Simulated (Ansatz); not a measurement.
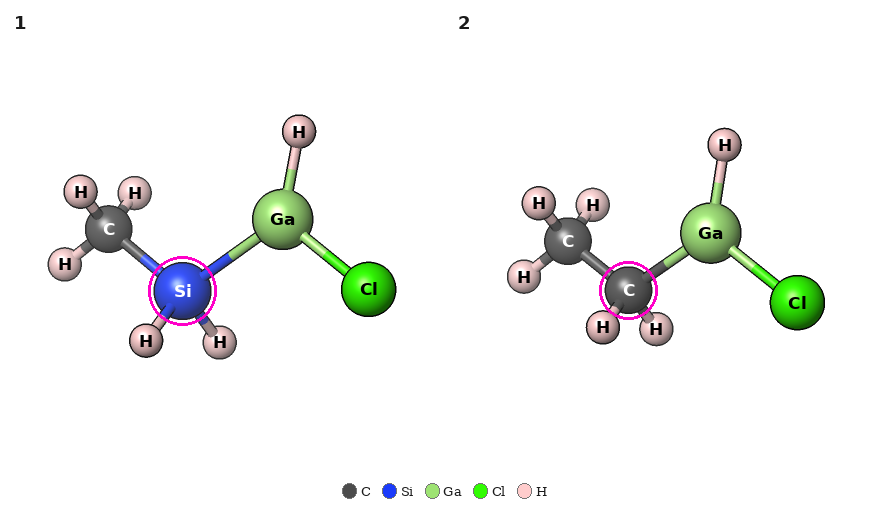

2 molecules with one skeleton, seen from the same side and at one scale; the atom that differs is circled. Each species is neutral and a spin singlet. Computed geometries: PBE0-D4/def2-TZVP optimisations, one conformation each. Properties computed with Ansatz 0.2.0.

One atom differs, called X below: Si in panel 1, C in panel 2. Their formulas are CH6ClGaSi (`C[SiH2][GaH][Cl]`), C2H6ClGa (`C[CH2][GaH][Cl]`).

In which is the mean length of X–H larger (PBE0-D4/def2-TZVP)?

In panel 1 (X = Si).

In which is the harmonic zero-point energy higher (PBE0-D4/def2-TZVP)?

In panel 2 (X = C).

Give the values. With PBE0-D4/def2-TZVP: length of X–C (Å), length of X–Ga (Å), mean length of X–H (Å), angle H–X–H (°), harmonic zero-point energy (kJ/mol). With ωB97M-V/def2-TZVPP: dipole moment (D), HOMO energy (Kohn–Sham orbital) (eV), HOMO–LUMO gap (eV).

```json
{"quantity": "length of X–C (Å)", "1 (Si)": "1.877", "2 (C)": "1.524", "2 − 1": "−0.353"}
{"quantity": "length of X–Ga (Å)", "1 (Si)": "2.407", "2 (C)": "1.962", "2 − 1": "−0.445"}
{"quantity": "mean length of X–H (Å)", "1 (Si)": "1.490", "2 (C)": "1.095", "2 − 1": "−0.395"}
{"quantity": "angle H–X–H (°)", "1 (Si)": "107.4", "2 (C)": "105.2", "2 − 1": "−2.2"}
{"quantity": "dipole moment (D)", "1 (Si)": "3.19", "2 (C)": "2.62", "2 − 1": "−0.57"}
{"quantity": "HOMO energy (Kohn–Sham orbital) (eV)", "1 (Si)": "−9.59", "2 (C)": "−9.99", "2 − 1": "−0.40"}
{"quantity": "HOMO–LUMO gap (eV)", "1 (Si)": "9.34", "2 (C)": "10.32", "2 − 1": "+0.98"}
{"quantity": "harmonic zero-point energy (kJ/mol)", "1 (Si)": "162.0", "2 (C)": "190.7", "2 − 1": "+28.7"}
```
